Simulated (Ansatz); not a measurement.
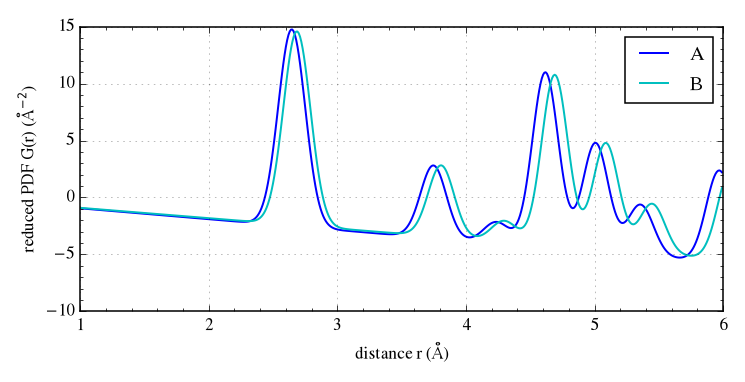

Computed X-ray G(r), with each pair weighted by the product of the atomic numbers (X-ray weights at Q = 0) and a uniform peak width σ = 0.10 Å. Both curves are of Ru in space group P6_3/mmc, for two cells of different size. A: coordinates from a relaxation at fixed volume with DFT r2SCAN, scalar-relativistic, plane waves, PAW (Ansatz); B: the geometry relaxed at fixed volume with DFT PBE, spin-orbit coupling, plane waves, PAW in Ansatz 0.2.0.

How does the volume of B compare with that of A?

Answer. Cell B is larger: the volume of B is 4.8 % above that of A (13.18 and 13.81 Å³ per atom), a mean linear change of 1.6 %. The shortest distance is 2.623 Å in A and 2.664 Å in B.

Give both cells.

Answer. Cell A: a = 2.680 Å, b = 2.680 Å, c = 4.237 Å, α = 90.00°, β = 90.00°, γ = 120.00°
Cell B: a = 2.723 Å, b = 2.723 Å, c = 4.302 Å, α = 90.00°, β = 90.00°, γ = 120.00°
